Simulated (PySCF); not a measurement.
```yaml
atoms:
  - { symbol: Mg, position_ang: [0.0000, 0.0000, -2.1948] }
  - { symbol: Te, position_ang: [0.0000, 0.0000, 0.4052] }
```

Core potentials replace the inner electrons of Te.

Computed with PBE0/def2-SVPD, non-relativistic Hamiltonian with scalar-relativistic core potentials where named, at a bond length of 2.600 Å in PySCF.

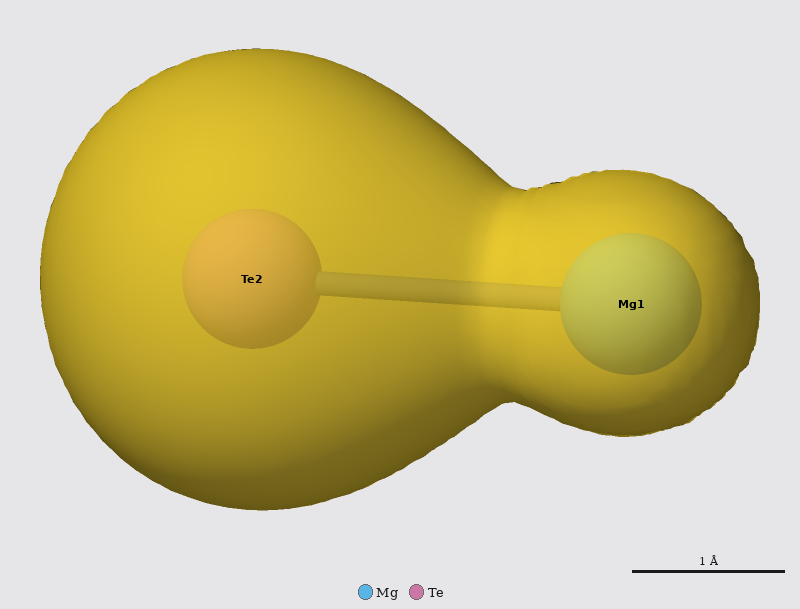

MgTe (charge +1, doublet). Isosurface of the electron density at 0.15 e/Å³ (yellow), seen from one side.

Which contacts does the surface bridge?

At this value the surface is in one piece. It bridges the sampled Mg–Te (2.60 Å) contact, where the density stays above the isovalue. On the grid the lowest density along these lines, outside the cores, is 0.26 e/Å³ (Mg–Te, 2.60 Å).
